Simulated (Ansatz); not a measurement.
ClF$_{4}$HW···F (doublet)

Input file:

```
crystal:
  periodic: [false, false, false]
  atoms:
    - { symbol: W, position_ang: [0.013606, 0.155312, -0.390062] }
    - { symbol: Cl, position_ang: [-0.075571, -0.699873, 3.09518] }
    - { symbol: F, position_ang: [1.922491, 0.146509, -0.499719] }
    - { symbol: F, position_ang: [0.065172, 1.720658, 0.57559] }
    - { symbol: F, position_ang: [-1.896707, 0.143642, -0.307698] }
    - { symbol: H, position_ang: [0.097997, -1.240476, 0.562594] }
    - { symbol: F, position_ang: [-0.081488, -0.378868, -2.148154] }
    - { symbol: F, position_ang: [-0.0455, 0.283097, 4.342267] }
magnetization:
  spin_polarized: true
  initial_magnetization: 1
basis:
  gaussian: { orbitals: def2-SVP }
hamiltonian:
  xc: pbe
relax:
  f_tol: 0.03
  max_steps: 50
output:
  orbitals: {}
```

Run with:

```sh
ansatz run input.yaml --threads 4 --pin off --max-ram 5120MiB --backend cpu --events-out ev --progress --plain --runs-dir out
```

The fields are those of the run's last geometry, not of the input's.

Core potentials replace the inner electrons of W.

Level of theory: UKS PBE/def2-SVP (Ansatz).

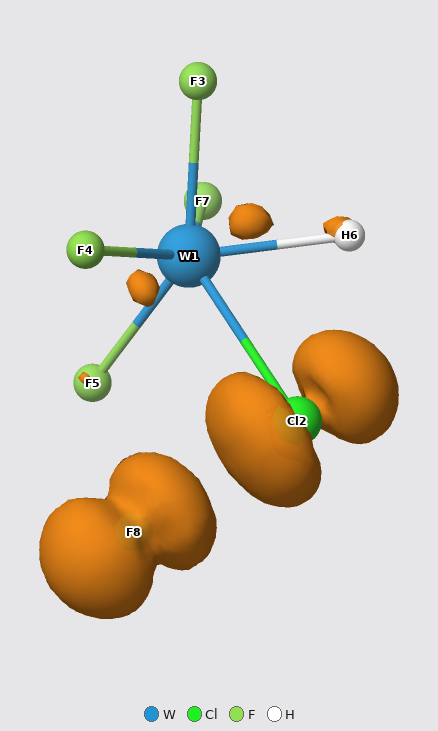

Figure 1. Isosurfaces of the spin density at +0.04 (orange) and −0.04 e/Å³ (purple), seen at an oblique angle.

Q: Which atoms carry the spin?

A: The unpaired spin (1 electron) lies mostly on F8 (about 0.6) and Cl2 (about 0.3), in electrons by Hirshfeld's partition. Only one sign reaches the isovalue.

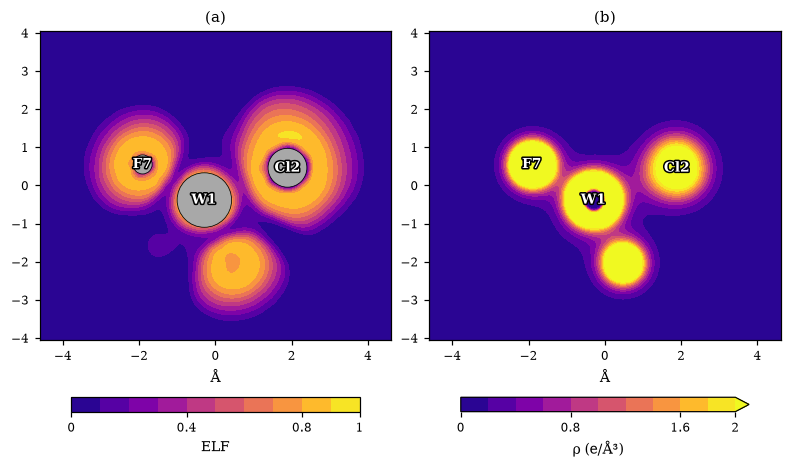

Figure 2. (a) ELF; (b) electron density on the plane of atoms Cl2, W1 and F7. Grey discs cover the atomic cores in the ELF map.

Q: What do the fields say about this system?

A:
- Atoms in the plane: W, Cl and F.
- W–F (1.87 Å): ρ is about 1.1 e/Å³ halfway; the ELF peaks at about 0.80 in the valence shell of F, 0.5 Å from its nucleus, and drops to about 0.25 between the two atoms.
- W–Cl (2.34 Å): the density is about 0.65 e/Å³ at the midpoint; the ELF peaks at about 0.85 in the valence shell of Cl, 0.8 Å from its nucleus, and is about 0.45 at the midpoint.

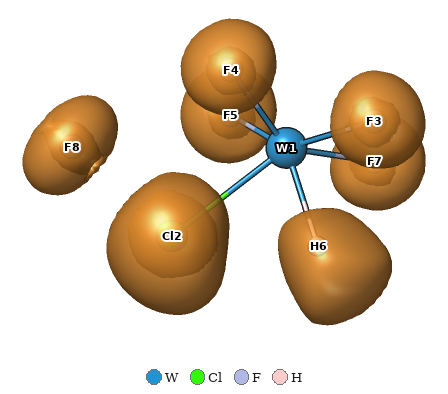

Figure 3. Isosurface of the ELF at 0.75 (orange), seen from one side. Core shells and regions of very low density are left out.

Q: What do the ELF domains correspond to?

A: The ELF exceeds this value in one region around a hydrogen nucleus, one region wrapped around Cl (its valence shell) and five regions wrapped around F (the valence shell of each). Profiles from the grid: Cl2···F8 (2.17 Å): the ELF dips to about 0.15 between them. W–F (1.86 Å): the ELF peaks at about 0.85 in the valence shell of F, 0.5 Å from its nucleus, and drops to about 0.25 between the two atoms.
